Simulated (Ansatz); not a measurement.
# MgZn2S3: complex band structure, part 2 of 3

Wanted: the relaxed cell of MgZn2S3, its band edges and its decay constants. It is built by putting Mg for part of the Zn in the ZnS structure of space group R3m, with the volume rescaled by atomic radii. The parent structure comes from the Materials Project.

Ansatz 0.2.0; r2SCAN DFT, plane waves, PAW files (the session's first sound run).

So far. Step 2 (Cell and atoms at rest): The largest force component on a free atom ends at 0.0064 eV/Å.

The structure was built from a prototype and need not be the compound's stable phase.

### 3. Band edges

The energy window and the wavevectors of the next steps follow from the band edges, so these are searched first, off the mesh as well.

File input.yaml:

```yaml
crystal:
  lattice:
    - [1.9349052012, 1.1171180388, 9.5263717797]
    - [-1.9349052012, 1.1171180388, 9.5263717797]
    - [0.0, -2.2342360775, 9.5263717797]
  atoms:
    - { symbol: Mg, position: [1.0000230144, 1.0000230144, 1.0000230144] }
    - { symbol: Zn, position: [0.2207428675, 0.2207428675, 0.2207428675] }
    - { symbol: Zn, position: [0.4461509632, 0.4461509632, 0.4461509632] }
    - { symbol: S, position: [0.0859921126, 0.0859921126, 0.0859921126] }
    - { symbol: S, position: [0.5279341135, 0.5279341135, 0.5279341135] }
    - { symbol: S, position: [0.3024829287, 0.3024829287, 0.3024829287] }
kpoints:
  mp_grid: { grid: [8, 8, 8] }
  band_path: { path: [VBM, CBM], npoints: 30 }
scf:
  occupations: { method: fixed }
hamiltonian:
  xc: r2scan
output:
  eigenvalues: true
  write_potential: true
  write_density: true
  volumetric_format: npy
```

Command:

```sh
ansatz run input.yaml --threads 2 --pin off --max-ram 4096MiB --backend cpu --events-out ev --progress --plain --runs-dir out
```

Numbers of over 12 decimals in the logs are rounded to 6 here.

Log:

```text
[...]
Crystal: 6 atoms, lattice volume = 123.549 Å³
Basis set: ecut = 500 eV, 3119 PW (Γ), FFT grids on a1−a2, a2, −a2+a3, exchange–correlation on 120×288×120 points (64 copies of the dense FFT grid, shifted against one another)
Bands: 32, of which v1, the nominal top of the filled ones, is band 26 counted from 1 (25 counted from 0)
Symmetry: 6 space group operations
[...]
k-points: 65 of 512 (time reversal used)
[...]
SCF iter   1: F=—  HF=-11302.297893 eV  |F-HF|=—  |Δ(HF+E_count)|=         —  Δρ=1.30e-2  dr2=1.00e-1  dr2_τ=2.05e-2  ethr=1.77e-3  ⟨swp⟩=4.5  Hψ=7499  notcnv=0  defer=229
[...]
SCF iter   8: F=-11302.322971 eV  HF=-11302.322971 eV  |F-HF|=8.89e-9  |Δ(HF+E_count)|=   1.99e-7  Δρ=6.46e-6  dr2=4.33e-8  dr2_τ=1.23e-9  ethr=1.92e-10  ⟨swp⟩=9.7  Hψ=8954  notcnv=0
SCF 1 converged in 8 iterations: F = -11302.322971 eV  dr2 = 4.33e-8
[...]
NSCF: frozen V_eff on 32 k-points
[...]
SCF converged after 8 iterations
Free energy (F): -11302.322971 eV
[...]
Internal energy: -11302.322971 eV  (E = F + TS)
E sigma→0 (E₀):  -11302.322971 eV
Fermi energy:    4.694771 eV
[...]
--- Band table (eV; the first three rows and the last of 65) ---
  k-point 0: bands = [... 22 lower, 4.1766, 4.5773, 4.6948, 4.6948, 7.6623, 8.5632, 9.9065, 11.7938, ... 2 higher]
  k-point 1: bands = [... 22 lower, 3.9120, 3.9844, 4.4780, 4.5674, 8.4043, 9.2202, 10.4138, 11.2761, ... 2 higher]
  k-point 2: bands = [... 22 lower, 3.3647, 3.5993, 4.1728, 4.2817, 9.1951, 9.5840, 10.1669, 11.0570, ... 2 higher]
  k-point 64: bands = [... 22 lower, 4.2892, 4.2892, 4.6349, 4.6349, 8.3612, 8.6035, 9.8524, 11.5994, ... 2 higher]
```

Run time: 38 s. Hardware: 2 threads of Intel Xeon Platinum 8488C (Sapphire Rapids), shared host; peak memory 0.77 GiB; 74 s of CPU time.

Reading the cycles: dr2 is the Hartree energy of the density residual (eV), the measure of convergence; HF is the Harris–Foulkes estimate of the energy, which meets the free energy F at convergence.

This step gave:

| Item | Value |
| --- | --- |
| free energy | -11302.3230 eV |
| Fermi energy | 4.695 eV |
| gap on the k-mesh | 2.968 eV |
| gap on path | 2.968 eV, by band count; negative where bands overlap |
| direct gap on path | 2.968 eV |
| edge places on path | 0, 0 1/A along the path |

Levels at VBM (eV): -6.19, -6.19, -6.17, -6.15, -6.15, -5.96, -5.74, -5.74, -5.71, -5.71, -4.06, -3.22, -0.81, -0.81, -0.52, -0.52, -0.12, 0.00, 0.00, 2.97, 3.87, 5.21, 7.10, 7.10, 7.45.

The searched edges give 2.97 eV, as on the mesh.

### 4. Decaying states in the gap, plane (001)

This step: r2SCAN DFT, plane waves, PAW files; complex bands by layer matching along the plane's normal (Ansatz 0.2.0).

The same crystal is laid in a cell whose first two vectors span the (001) plane (indices of the standard conventional cell, whose axes can be ordered otherwise than in the bulk input). At fixed energy and wavevector in the plane the solver finds all kz, real and complex. A few wavevectors are listed, (0, 0) and (0.5, 0) in units of the plane's reciprocal vectors; the slowest state needn't be among them.

File input.yaml:

```yaml
crystal:
  lattice:
    - [3.869810402, 0.0, 0.0]
    - [1.934905201, 3.351354116, 0.0]
    - [1.934905201, -1.117118039, 9.52637178]
  atoms:
    - { symbol: Mg, position: [4.60288e-05, 0.9999769856, 0.9999309568] }
    - { symbol: Zn, position: [0.441485735, 0.7792571325, 0.3377713975] }
    - { symbol: Zn, position: [0.8923019264, 0.5538490368, 0.6615471104] }
    - { symbol: S, position: [0.1719842252, 0.9140078874, 0.7420236622] }
    - { symbol: S, position: [0.055868227, 0.4720658865, 0.4161976595] }
    - { symbol: S, position: [0.6049658574, 0.6975170713, 0.0925512139] }
kpoints:
  mp_grid: { grid: [8, 8, 8] }
scf:
  occupations: { method: fixed }
hamiltonian:
  xc: r2scan
output:
  eigenvalues: true
  transmission:
    leads: [[0, 0]]
    kpoints: [[0.0, 0.0], [0.5, 0.0]]
    e_range: [-1.0, 3.97]
    de: 0.12
```

Log:

```text
[...]
Crystal: 6 atoms, lattice volume = 123.549 Å³
Basis set: ecut = 500 eV, 3119 PW (Γ), exchange–correlation on 120×120×288 points (64 copies of the dense FFT grid, shifted against one another)
Bands: 32, of which v1, the nominal top of the filled ones, is band 26 counted from 1 (25 counted from 0)
Symmetry: 6 space group operations
[...]
k-points: 65 of 512 (time reversal used)
[...]
SCF iter   1: F=—  HF=-11302.297808 eV  |F-HF|=—  |Δ(HF+E_count)|=         —  Δρ=1.30e-2  dr2=1.00e-1  dr2_τ=2.05e-2  ethr=1.77e-3  ⟨swp⟩=4.5  Hψ=7553  notcnv=0  defer=229
[...]
SCF iter   8: F=-11302.322971 eV  HF=-11302.322971 eV  |F-HF|=2.11e-8  |Δ(HF+E_count)|=   1.48e-7  Δρ=6.83e-6  dr2=4.54e-8  dr2_τ=1.20e-9  ethr=1.92e-10  ⟨swp⟩=9.6  Hψ=8890  notcnv=0
SCF 1 converged in 8 iterations: F = -11302.322971 eV  dr2 = 4.54e-8
[...]
transmission: 13 of 26 steps passed
transmission: 26 of 26 steps passed
SCF converged after 8 iterations
Free energy (F): -11302.322971 eV
[...]
Internal energy: -11302.322971 eV  (E = F + TS)
E sigma→0 (E₀):  -11302.322971 eV
Fermi energy:    4.694769 eV
[...]
--- Band table (eV; the first three rows and the last of 65) ---
  k-point 0: bands = [... 22 lower, 4.1766, 4.5773, 4.6948, 4.6948, 7.6623, 8.5632, 9.9065, 11.7938, ... 2 higher]
  k-point 1: bands = [... 22 lower, 4.1936, 4.4572, 4.6873, 4.6873, 7.7680, 8.5603, 9.9119, 11.7768, ... 2 higher]
  k-point 2: bands = [... 22 lower, 4.2330, 4.2330, 4.6677, 4.6677, 8.0203, 8.5573, 9.9121, 11.7403, ... 2 higher]
  k-point 64: bands = [... 22 lower, 2.4276, 2.6775, 3.3105, 3.5728, 9.6098, 9.9609, 10.7405, 11.1334, ... 2 higher]
--- Transmission ---
  basis      : 139 plane waves across, 13 finite elements along
  points     : 2, as listed
  energies   : 42 from -1.000000 to 3.920000 eV about the Fermi level, 0.120000 eV apart; the leads are filled to 1.483784 eV, and channels, transmission and decay are at 1.520000 eV
  crystal 0  : Mg1S3Zn2, at the sites [0, 0], period 9.5264 Å: whole cells are its period
    offset         : up to 0.0000 Å between an atom of the period and one for which it stands
    channels       : 0.000000e0 a spin
    conductance    : none, the energies end too early or step too widely for 300 K: set another output.transmission.e_range or a lower de, or, where they end at an eighth of basis.ecutwfc, a higher one
    slowest decay  : 0.2022 /Å at (0.0000, 0.0000)
```

Wall time 28 s (2 threads); peak memory 0.79 GiB.

Numbers from this step:

```yaml
level_to_which_the_leads_are_filled: 1.484 eV from the Fermi level
decay_constant_at_the_filling_level_zone_centre: 0.2022 Å⁻¹
decay_constant_at_the_filling_level_slowest_listed_point: 0.2022 Å⁻¹
```

K parallel (0, 0); values up to 1.5 1/Å, a degenerate pair printed once or twice; energies at which all values exceed this have no row. The Im kz of the slowest decaying states by energy, zero at the highest filled level on the SCF mesh:

```
energy (eV)  decay 1 (Å⁻¹)  decay 2 (Å⁻¹)  decay 3 (Å⁻¹)  decay 4 (Å⁻¹)
     -1.000          0.318           1.31           1.36           1.47
     -0.520         0.0258           1.24           1.40           1.40
     -0.040         0.0638           1.21           1.33           1.38
      0.440          0.156          0.472           1.27           1.28
      1.040          0.195          0.631           1.19           1.25
      1.520          0.202          0.706           1.01           1.12
      2.000          0.190          0.757          0.880           1.05
      2.480          0.152          0.763          0.792          0.982
      2.960         0.0211          0.638          0.810          0.918
      3.440          0.477          0.811          0.859           1.48
```

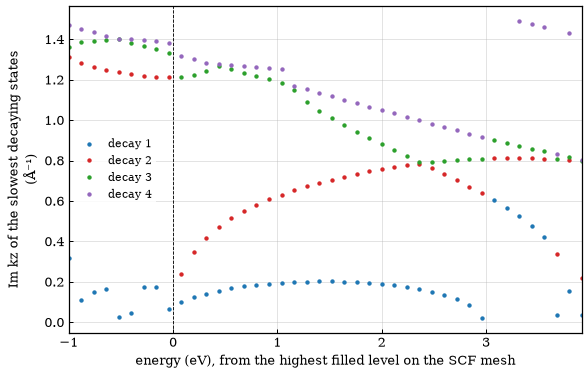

Im kz of the slowest decaying states against energy.

K parallel (0.5, 0); values up to 1.5 1/Å, a degenerate pair printed once or twice; energies at which all values exceed this have no row. Table of Im kz of the slowest decaying states by energy, zero at the highest filled level on the SCF mesh:

```
energy (eV)  decay 1 (Å⁻¹)  decay 2 (Å⁻¹)  decay 3 (Å⁻¹)  decay 4 (Å⁻¹)
     -1.000         0.0749          0.124          0.163           1.34
     -0.520          0.232          0.270          0.271           1.22
     -0.040          0.280          0.318          0.416           1.13
      0.440          0.306          0.342          0.491           1.04
      1.040          0.321          0.353          0.545          0.949
      1.520          0.321          0.349          0.569          0.872
      2.000          0.311          0.335          0.581          0.793
      2.480          0.290          0.310          0.585          0.710
      2.960          0.257          0.270          0.581          0.619
      3.440          0.201          0.204          0.516          0.571
```

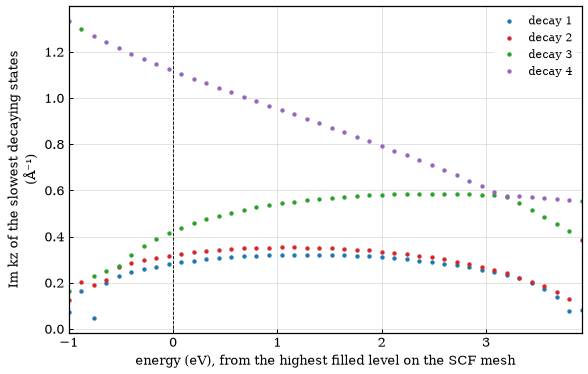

Im kz of the slowest decaying states against energy.

At the listed wavevectors the last open channel is at -0.04 eV and the next at +3.08 eV on the grid. At +1.52 eV, the grid energy nearest the filling level (the middle of the gap on the SCF mesh), the slowest state at the listed wavevectors decays with κ = 0.202 Å⁻¹, its amplitude falling by e over 4.9 Å. Through 1 nm of this crystal that state's transmission falls by exp(−2 × 0.202 Å⁻¹ × 10 Å) = 0.018.

### 5. Decaying states in the gap, plane (101)

The same for the (101) plane, at (0, 0) and (0.5, 0), to see how the decay depends on direction.

File input.yaml:

```yaml
crystal:
  lattice:
    - [9.784864339, 0.0, 0.0]
    - [0.765234552, 3.793395396, 0.0]
    - [0.765234552, 1.819513031, 3.328546373]
  atoms:
    - { symbol: Mg, position: [6.90432e-05, 0.9999769856, 0.9999769856] }
    - { symbol: Zn, position: [0.6622286025, 0.7792571325, 0.7792571325] }
    - { symbol: Zn, position: [0.3384528896, 0.5538490368, 0.5538490368] }
    - { symbol: S, position: [0.2579763378, 0.9140078874, 0.9140078874] }
    - { symbol: S, position: [0.5838023405, 0.4720658865, 0.4720658865] }
    - { symbol: S, position: [0.9074487861, 0.6975170713, 0.6975170713] }
kpoints:
  mp_grid: { grid: [8, 8, 8] }
scf:
  occupations: { method: fixed }
hamiltonian:
  xc: r2scan
output:
  eigenvalues: true
  transmission:
    leads: [[0, 0]]
    kpoints: [[0.0, 0.0], [0.5, 0.0]]
    e_range: [-1.0, 3.97]
    de: 0.08
```

Log:

```text
[...]
Crystal: 6 atoms, lattice volume = 123.549 Å³
Basis set: ecut = 500 eV, 3119 PW (Γ), exchange–correlation on 288×120×120 points (64 copies of the dense FFT grid, shifted against one another)
Bands: 32, of which v1, the nominal top of the filled ones, is band 26 counted from 1 (25 counted from 0)
Symmetry: 6 space group operations
[...]
k-points: 65 of 512 (time reversal used)
[...]
SCF iter   1: F=—  HF=-11302.297857 eV  |F-HF|=—  |Δ(HF+E_count)|=         —  Δρ=1.30e-2  dr2=1.00e-1  dr2_τ=2.05e-2  ethr=1.77e-3  ⟨swp⟩=4.5  Hψ=7583  notcnv=0  defer=228
[...]
SCF iter   8: F=-11302.322971 eV  HF=-11302.322971 eV  |F-HF|=2.32e-8  |Δ(HF+E_count)|=   1.40e-7  Δρ=6.89e-6  dr2=4.57e-8  dr2_τ=1.20e-9  ethr=1.92e-10  ⟨swp⟩=9.5  Hψ=8878  notcnv=0
SCF 1 converged in 8 iterations: F = -11302.322971 eV  dr2 = 4.57e-8
[...]
transmission: 5 of 10 steps passed
transmission: 10 of 10 steps passed
SCF converged after 8 iterations
Free energy (F): -11302.322971 eV
[...]
Internal energy: -11302.322971 eV  (E = F + TS)
E sigma→0 (E₀):  -11302.322971 eV
Fermi energy:    4.694769 eV
[...]
--- Band table (eV; the first three rows and the last of 65) ---
  k-point 0: bands = [... 22 lower, 4.1766, 4.5773, 4.6948, 4.6948, 7.6623, 8.5632, 9.9065, 11.7938, ... 2 higher]
  k-point 1: bands = [... 22 lower, 3.9120, 3.9844, 4.4780, 4.5674, 8.4043, 9.2202, 10.4138, 11.2761, ... 2 higher]
  k-point 2: bands = [... 22 lower, 3.3647, 3.5993, 4.1728, 4.2817, 9.1951, 9.5840, 10.1669, 11.0570, ... 2 higher]
  k-point 64: bands = [... 22 lower, 4.2892, 4.2892, 4.6349, 4.6349, 8.3612, 8.6035, 9.8524, 11.5994, ... 2 higher]
--- Transmission ---
  basis      : 385 plane waves across, 5 finite elements along
  points     : 2, as listed
[...]
crystal 0  : S3Zn2Mg1, at the sites [0, 0], period 3.3285 Å: whole cells are its period
[...]
channels       : 0.000000e0 a spin
[...]
slowest decay  : 0.1955 /Å at (0.0000, 0.0000)
```

It took 2 min on 2 threads; peak memory 1.8 GiB.

This step gave:

- decay constant at the filling level, zone centre: 0.1955 Å⁻¹
- decay constant at the filling level, slowest listed point: 0.1955 Å⁻¹

K parallel (0, 0); values up to 1.5 1/Å, a degenerate pair printed once or twice; energies at which all values exceed this have no row. The Im kz of the slowest decaying states by energy, zero at the highest filled level on the SCF mesh:

```
energy (eV)  decay 1 (Å⁻¹)  decay 2 (Å⁻¹)  decay 3 (Å⁻¹)  decay 4 (Å⁻¹)
     -1.000          0.342          0.348           1.14           1.23
     -0.520          0.158          0.306          0.422           1.11
     -0.040          0.182          0.250          0.311          0.459
      0.520           0.15          0.227          0.296          0.405
      1.000          0.185          0.250          0.324          0.479
      1.480          0.196          0.259          0.339          0.477
      1.960          0.186          0.257          0.345          0.456
      2.520          0.142          0.239          0.340          0.412
      3.000          0.207          0.328          0.351          0.556
      3.480          0.149          0.247          0.307          0.548
```

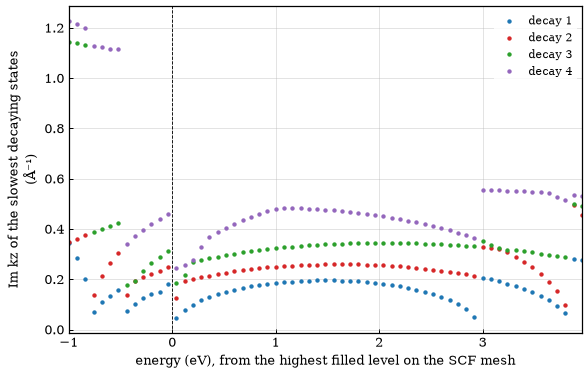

Im kz of the slowest decaying states, plotted against energy.

K parallel (0.5, 0); values up to 1.5 1/Å, a degenerate pair printed once or twice; energies at which all values exceed this have no row. Im kz of the slowest decaying states against energy, zero at the highest filled level on the SCF mesh:

```
energy (eV)  decay 1 (Å⁻¹)  decay 2 (Å⁻¹)  decay 3 (Å⁻¹)  decay 4 (Å⁻¹)
     -1.000          0.161          0.253          0.317          0.542
     -0.520          0.170          0.313          0.354          0.709
     -0.040         0.0412         0.0834          0.166          0.252
      0.520          0.195          0.224          0.306          0.403
      1.000          0.237          0.246          0.334          0.474
      1.480          0.254          0.350          0.515          0.560
      1.960          0.249          0.258          0.356          0.539
      2.520          0.227          0.244          0.353          0.542
      3.000          0.188          0.215          0.342          0.503
      3.480          0.108          0.161          0.322          0.377
```

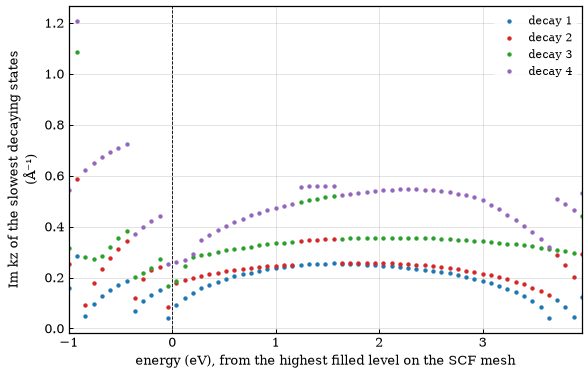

Im kz of the slowest decaying states against energy.

At the listed wavevectors the last open channel is at -0.04 eV and the next at +3.00 eV on the grid. At +1.48 eV, the grid energy nearest the filling level (the middle of the gap on the SCF mesh), the slowest state at the listed wavevectors decays with κ = 0.196 Å⁻¹, its amplitude falling by e over 5.1 Å; the first such run, plane (001), gave 0.202 Å⁻¹.

### 6. Band edges at another level, cutoff 420 eV

This step: LDA DFT, plane waves, PAW files (Ansatz 0.2.0).

The edges again with LDA, at the same atoms. Against that run the cutoff is 420 eV against 500.

File input.yaml:

```yaml
crystal:
  lattice:
    - [1.9349052012, 1.1171180388, 9.5263717797]
    - [-1.9349052012, 1.1171180388, 9.5263717797]
    - [0.0, -2.2342360775, 9.5263717797]
  atoms:
    - { symbol: Mg, position: [1.0000230144, 1.0000230144, 1.0000230144] }
    - { symbol: Zn, position: [0.2207428675, 0.2207428675, 0.2207428675] }
    - { symbol: Zn, position: [0.4461509632, 0.4461509632, 0.4461509632] }
    - { symbol: S, position: [0.0859921126, 0.0859921126, 0.0859921126] }
    - { symbol: S, position: [0.5279341135, 0.5279341135, 0.5279341135] }
    - { symbol: S, position: [0.3024829287, 0.3024829287, 0.3024829287] }
kpoints:
  mp_grid: { grid: [8, 8, 8] }
  band_path: { path: [VBM, CBM], npoints: 30 }
scf:
  occupations: { method: fixed }
hamiltonian:
  xc: lda
output:
  eigenvalues: true
```

Log:

```text
[...]
Crystal: 6 atoms, lattice volume = 123.549 Å³
Basis set: ecut = 420 eV, 2437 PW (Γ), FFT grids on a1−a3, a2−a3, a3
Bands: 32, of which v1, the nominal top of the filled ones, is band 26 counted from 1 (25 counted from 0)
Symmetry: 6 space group operations
[...]
k-points: 65 of 512 (time reversal used)
[...]
SCF iter   1: F=—  HF=-11008.730885 eV  |F-HF|=—  |Δ(HF+E_count)|=         —  Δρ=6.73e-3  dr2=5.03e-2  ethr=1.77e-3  ⟨swp⟩=4.9  Hψ=7403  notcnv=0  defer=249
[...]
SCF iter   7: F=-11008.712498 eV  HF=-11008.712498 eV  |F-HF|=5.84e-9  |Δ(HF+E_count)|=   4.72e-7  Δρ=6.82e-6  dr2=7.17e-8  ethr=1.92e-10  ⟨swp⟩=6.9  Hψ=9260  notcnv=0
SCF 1 converged in 7 iterations: F = -11008.712498 eV  dr2 = 7.17e-8
[...]
SCF converged after 7 iterations
Free energy (F): -11008.712498 eV
[...]
Internal energy: -11008.712498 eV  (E = F + TS)
E sigma→0 (E₀):  -11008.712498 eV
Fermi energy:    4.703730 eV
[...]
--- Band table (eV; the first three rows and the last of 65) ---
  k-point 0: bands = [... 22 lower, 4.1905, 4.5988, 4.7037, 4.7037, 6.8481, 7.8317, 9.0600, 11.1418, ... 2 higher]
  k-point 1: bands = [... 22 lower, 3.8536, 4.0052, 4.4996, 4.5798, 7.6537, 8.5130, 9.6017, 10.6347, ... 2 higher]
  k-point 2: bands = [... 22 lower, 3.3990, 3.6367, 4.1922, 4.3030, 8.4780, 8.9227, 9.4809, 10.4034, ... 2 higher]
  k-point 64: bands = [... 22 lower, 4.3180, 4.3180, 4.6378, 4.6378, 7.6402, 7.8482, 8.9994, 10.8891, ... 2 higher]
```

Run time: 16 s. Hardware: 2 threads; peak memory 0.53 GiB.

This step gave:

```
free energy        : -11008.7125 eV
Fermi energy       : 4.704 eV
gap on the k-mesh  : 2.144 eV
gap on path        : 2.144 eV, by band count; negative where bands overlap
direct gap on path : 2.144 eV
```

Levels at VBM (eV): -6.20, -6.20, -6.17, -6.16, -6.16, -5.98, -5.80, -5.80, -5.76, -5.76, -4.07, -3.26, -0.76, -0.76, -0.51, -0.51, -0.10, 0.00, 0.00, 2.14, 3.13, 4.36, 6.44, 6.44, 6.74.

The searched edges give 2.14 eV, as on the mesh.

Between step 3 and this run (LDA and cutoff 420 eV) the value for the gap on path moves from 2.97 eV to 2.14 eV.

[end of part 2 of 3]

[Logs are printed without paths, hosts, clocks, repeated set-up lines and the standing remarks that a program may print on its own settings, such as how far it seeks lower states.]

[Hosts, paths, dates, database ids (printed as entryN), source tags and the programs' standing remarks are cut or masked in the printed files.]
